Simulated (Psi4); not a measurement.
**SiH4 (silane): MP3/cc-pVTZ**

Aim: the energy change on altering one bond length of SiH4 (silane) at MP3/cc-pVTZ, from 2 runs. 

The calculation is run with Psi4 1.11.

2 further runs of the same task are left out: 1 that didn't finish, 1 set aside as unsound or not needed.

## (1) The molecule

SiH4: 5 atoms, total charge 0, spin state singlet. As SMILES, `[SiH4]`. Geometry: relaxed at PBE0-D4/def2-TZVP.

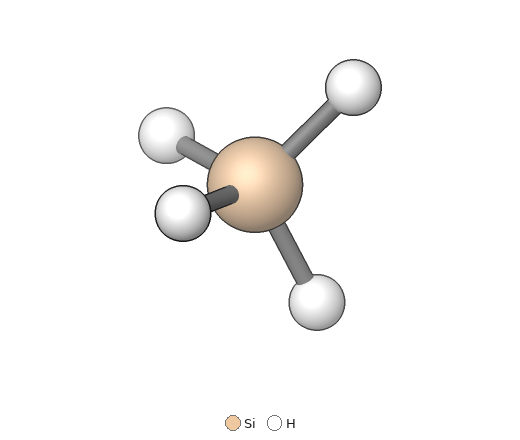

Viewed from a chosen angle; silicon light orange, hydrogen white.

## (2) The energy at MP3/cc-pVTZ

Input file calc.dat:

```
memory 1600 MB

molecule {
  Si     0.000000     0.000000    -0.000100
  H      0.967600    -0.688400     0.890900
  H     -1.331000     0.044900     0.656000
  H     -0.105100    -0.740300    -1.282600
  H      0.468500     1.383800    -0.264200
  symmetry c1
}

set puream true
set e_convergence 1e-09
set d_convergence 1e-08
set scf_type pk
set num_frozen_docc 5
set mp_type conv

result = energy('mp3/cc-pVTZ')
print_variables()
```

Command:

```console
$ psi4 calc.dat calc.out -n 1
```

calc.out:

```text
[...]
  Running in c1 symmetry.
[...]
  Nuclear repulsion =   21.270588269772578
[...]
  Multiplicity = 1
[...]
  Nalpha       = 9
  Nbeta        = 9
[...]
    Number of basis functions: 90
[...]
   @RHF iter   1:  -291.23244544780948   -4.73326e-01   1.74341e-03 ADIIS/DIIS
[...]
   @RHF iter   8:  -291.26051242580684   -7.38964e-12   1.63580e-09 DIIS
[...]
    Orbital Energies [Eh]
    ---------------------
    Doubly Occupied:
       1A    -68.776888     2A     -6.126016     3A     -4.232013
       4A     -4.232012     5A     -4.232012     6A     -0.730100
       7A     -0.485842     8A     -0.485818     9A     -0.485800
[...]
  @RHF Final Energy:  -291.26051242580684
   => Energetics <=
    Nuclear Repulsion Energy =             21.2705882697725777
    One-Electron Energy =                -445.4891970819257381
    Two-Electron Energy =                 132.9580963863463410
    Total Energy =                       -291.2605124258068372
[...]
 Multipole Moments:
 ------------------------------------------------------------------------------------
     Multipole            Electronic (a.u.)      Nuclear  (a.u.)        Total (a.u.)
 ------------------------------------------------------------------------------------
 L = 1.  Multiply by 2.5417464519 to convert [e a0] to [Debye]
 Dipole X            :         -0.0000017            0.0000000           -0.0000017
 Dipole Y            :         -0.0000099            0.0000000           -0.0000099
 Dipole Z            :         -0.0006501            0.0004094           -0.0002408
 Magnitude           :                                                    0.0002410
[...]
	SCS-MP2 Total Energy (a.u.)        :  -291.41978822650515
	SOS-MP2 Total Energy (a.u.)        :  -291.42783414961093
[...]
	SOS-PI-MP2 Total Energy (a.u.)     :  -291.44070505144202
[...]
	MP2 Total Energy (a.u.)            :  -291.40369638029358
[...]
	SCS-MP3 Total Energy (a.u.)        :  -291.42592806871619
[...]
	MP3 Total Energy (a.u.)            :  -291.42825574913775
[...]
```

It took 9.9 s on 1 thread of Intel Xeon Platinum 8275CL at 3.00GHz (Skylake/Cascade Lake), shared host; peak memory 0.86 GiB.

## (3) The distorted shape

Input file h4si.inp:

```
memory 1600 MB

molecule {
  0 1
  Si    -0.374786    -1.106999     0.211172
  H      0.592814    -1.795399     1.102172
  H     -1.705786    -1.062099     0.867272
  H     -0.479886    -1.847299    -1.071328
  H      0.468500     1.383800    -0.264200
  units angstrom
  symmetry c1
  no_reorient
  no_com
}

set {
  puream          true
  e_convergence   1e-09
  d_convergence   1e-08
  scf_type        pk
  num_frozen_docc 5
  mp_type         conv
}

result = energy("mp3/cc-pVTZ")
print_variables()
```

Command:

```console
$ psi4 h4si.inp h4si.out -n 1
```

h4si.out:

```text
[...]
  Running in c1 symmetry.
[...]
  Nuclear repulsion =   18.856460804808737
[...]
  Multiplicity = 1
[...]
  Nalpha       = 9
  Nbeta        = 9
[...]
    Number of basis functions: 90
[...]
   @RHF iter   1:  -291.08854866312953   -5.80826e-01   1.70781e-03 DIIS/ADIIS
[...]
   @RHF iter   9:  -291.12244351865417   -3.92220e-12   3.31988e-09 DIIS
[...]
    Orbital Energies [Eh]
    ---------------------
    Doubly Occupied:
       1A    -68.848669     2A     -6.190671     3A     -4.296384
       4A     -4.296068     5A     -4.296068     6A     -0.735462
       7A     -0.515827     8A     -0.515788     9A     -0.339746
[...]
  @RHF Final Energy:  -291.12244351865417
   => Energetics <=
    Nuclear Repulsion Energy =             18.8564608048087372
    One-Electron Energy =                -439.8884435079263540
    Two-Electron Energy =                 129.9095391844634548
    Total Energy =                       -291.1224435186541086
[...]
 Multipole Moments:
 ------------------------------------------------------------------------------------
     Multipole            Electronic (a.u.)      Nuclear  (a.u.)        Total (a.u.)
 ------------------------------------------------------------------------------------
 L = 1.  Multiply by 2.5417464519 to convert [e a0] to [Debye]
 Dipole X            :         11.7264310          -12.0401292           -0.3136982
 Dipole Y            :         34.6361348          -35.5627238           -0.9265890
 Dipole Z            :         -6.6080632            6.7847291            0.1766659
 Magnitude           :                                                    0.9940748
[...]
	SCS-MP2 Total Energy (a.u.)        :  -291.29130006288977
	SOS-MP2 Total Energy (a.u.)        :  -291.30027895631508
[...]
	SOS-PI-MP2 Total Energy (a.u.)     :  -291.31395860536594
[...]
	MP2 Total Energy (a.u.)            :  -291.27334227603922
[...]
	SCS-MP3 Total Energy (a.u.)        :  -291.29861937046979
[...]
	MP3 Total Energy (a.u.)            :  -291.30261950635929
[...]
```

Run time: 9.9 s. Hardware: 1 thread of Intel Xeon Platinum 8275CL at 3.00GHz (Skylake/Cascade Lake), shared host; peak memory 0.86 GiB.

## (4) Summary of results

Level: MP3/cc-pVTZ, 5 core orbitals frozen.

| quantity | value |
| --- | --- |
| first shape: total energy | -291.42826 Eh |
| first shape: HOMO energy (Hartree–Fock orbitals) | -13.22 eV |
| first shape: LUMO energy (Hartree–Fock orbitals) | 4.18 eV |
| first shape: HOMO–LUMO gap (Hartree–Fock orbitals) | 17.40 eV |
| first shape: correlation energy (5 core orbitals frozen) | -167.7 mEh |
| distorted shape: total energy | -291.30262 Eh |
| distorted shape: HOMO energy (Hartree–Fock orbitals) | -9.24 eV |
| distorted shape: LUMO energy (Hartree–Fock orbitals) | 0.34 eV |
| distorted shape: HOMO–LUMO gap (Hartree–Fock orbitals) | 9.58 eV |
| distorted shape: correlation energy (5 core orbitals frozen) | -180.2 mEh |
| energy change with the Si1–H5 bond stretched from 1.485 to 2.672 Å | 3.419 eV |

In words: One bond (distorted shape) is far stretched, which a spin-restricted single reference describes badly; perturbation theory on it can break down and give far too much correlation. With the Si1–H5 bond stretched from 1.485 to 2.672 Å the energy rises by 3.42 eV (330 kJ/mol). The first shape isn't relaxed at this level, so the change isn't measured from a minimum. A restricted reference can't describe the breaking bond well at this length.
